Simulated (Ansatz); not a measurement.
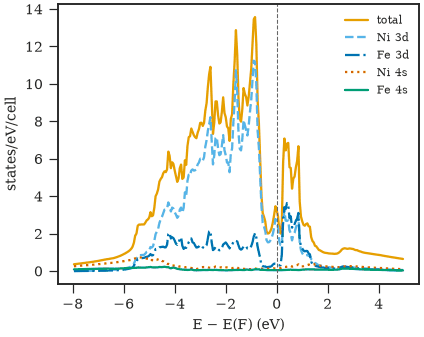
Fig. 1. Total and projected density of states of FeNi3 (Cu3Au type, Pm-3m), PBEsol in the plane-wave PAW code Ansatz

**Question.** Which orbitals carry the states next to the Fermi level?

**Answer.** Within 0.5 eV of the Fermi level: Ni 3d 59 %, Fe 3d 32 %. Projections are on Löwdin-orthogonalised atomic valence shells; empty p or d shells of many metals are not among them.

**Question.** Where is the tallest occupied peak in this window, and what makes it?

**Answer.** Near -0.9 eV, about 14 states/eV per cell; the largest projected share is Ni 3d.

Symmetry was held in the PBEsol relaxation. The final state is ferromagnetic, chosen from 5 collinear starts compared on coarse meshes (ties went to the first, and starts can fall back to one state), not a proven ground state. Textbook magnetic order: ferromagnetic.

Potentials: the later of the program's two PAW sets.
